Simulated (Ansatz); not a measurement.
**C3H2F (SMILES [CH+]=C=CF) (charge +1): density, localisation and related maps**

```xyz
6

C    -1.5714    0.2385   -1.5580
C    -0.2156    0.4038   -1.4796
C     1.0027    0.4966   -1.4391
F    -2.3644    1.1157   -1.0815
H    -2.0556   -0.6261   -2.0181
H     2.0755    0.5899   -1.3972
```

Geometry: B3LYP/6-31G*.

Theory: isolated molecule in a Gaussian basis; Kohn-Sham density functional theory, functional PBE0 in Ansatz 0.2.0.

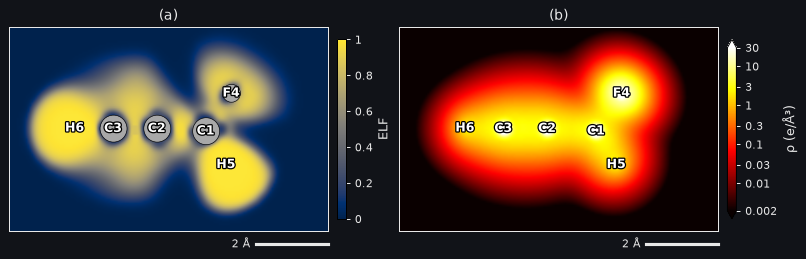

Figure 1. (a) ELF; (b) total electron density on the molecular plane. Grey discs cover the atomic cores in the ELF map.

Question: Describe what can be read from this map.

Answer: Atoms in the plane: C, F and H. C–C (1.22 Å): ρ is about 2.8 e/Å³ halfway; the ELF peaks at about 0.85 between the atoms; a short, multiple covalent bond. C–F (1.27 Å): the density is about 2.8 e/Å³ at the midpoint; the ELF peaks at about 0.85 between the atoms: a polar covalent bond. C–H (1.08 Å): ρ at the midpoint is about 2.2 e/Å³; the ELF climbs to about 1 towards the hydrogen, as it does in any bond to H (an ordinary covalent bond to hydrogen). C–C (1.37 Å): ρ is about 2.2 e/Å³ halfway; the ELF peaks at about 0.95 between the atoms (localised, covalent bonding). The ELF also peaks beside F4, away from the bonds: lone-pair regions.

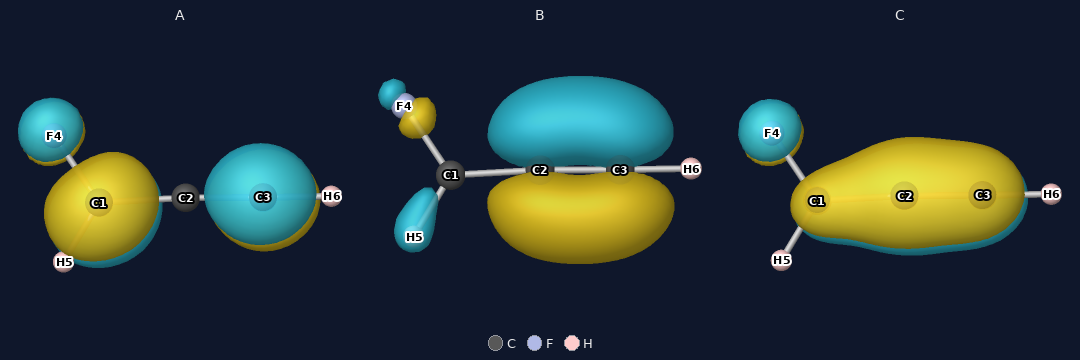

Figure 2. Three frontier orbitals at ±0.15 Å⁻³ᐟ² (yellow and cyan are the two phases), in no order.

Question: Order the three orbitals by energy and name them.

Answer: C is the HOMO−1 (−16.47 eV). It lies mainly on C2 (about 45 %), C3 (about 30 %), C1 (about 15 %) and F4 (about 10 %); it changes sign across the molecular plane (π type); π-bonding across C1–C2 and C2–C3; π-antibonding (a node) across C1–F4. B is the HOMO (−15.83 eV). It lies mainly on C3 (about 45 %) and C2 (about 45 %); it is symmetric in the molecular plane (an in-plane orbital: σ, lone-pair or in-plane π type). A is the LUMO (−10.75 eV). It lies mainly on C1 (about 40 %), C3 (about 30 %), F4 (about 10 %) and C2 (about 10 %); it changes sign across the molecular plane (π type); π-bonding across C2–C3.

Question: What is the HOMO–LUMO gap?

Answer: 5.08 eV between the orbital energies.

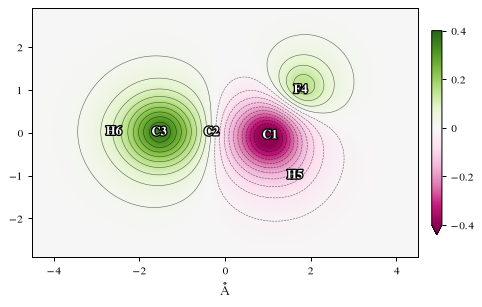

Figure 3. The LUMO on a plane 0.8 Å above the molecular plane (values in Å⁻³ᐟ²; the overall sign is arbitrary).

Question: What is the character of this orbital?

Answer: By Hirshfeld shares it lies mainly on C1 (about 40 %), C3 (about 30 %), F4 (about 10 %) and C2 (about 10 %); it changes sign across the molecular plane (π type); π-bonding across C2–C3. Its energy is −10.75 eV.
